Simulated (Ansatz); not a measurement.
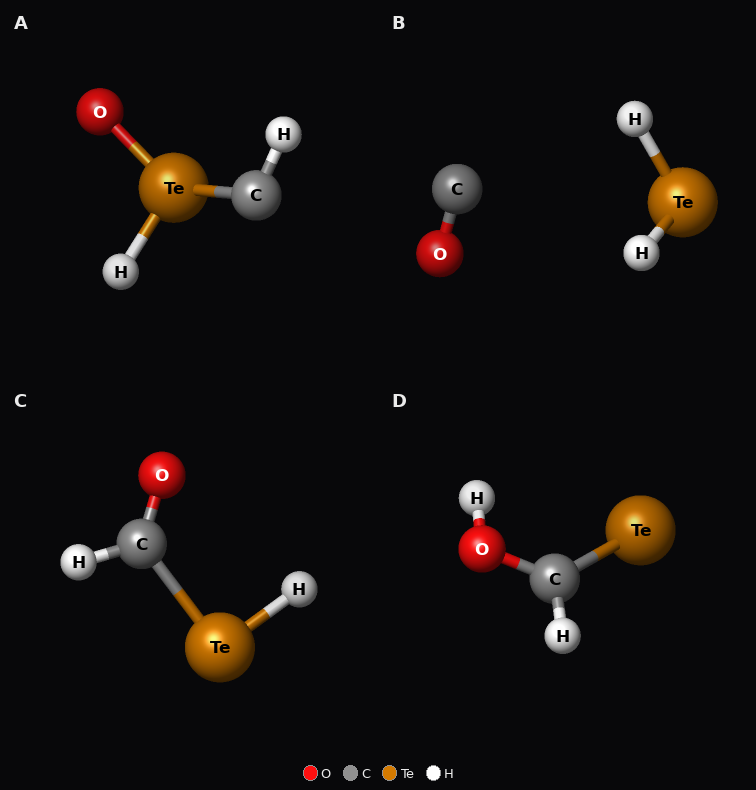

4 stationary structures of one formula. Geometries: PBE0-D4/def2-TZVP. Electronic energies: RHF-CCSD(T) (frozen core)/def2-TZVPP (Ansatz 0.2.0), without zero-point energy. No frequency run is at hand to confirm each as a minimum.

> Which is lowest in energy, and by how much?

B is lowest; C lies 0.128 eV above it (Cs), D lies 0.191 eV above it (Cs), A lies 5.358 eV above it (C1).
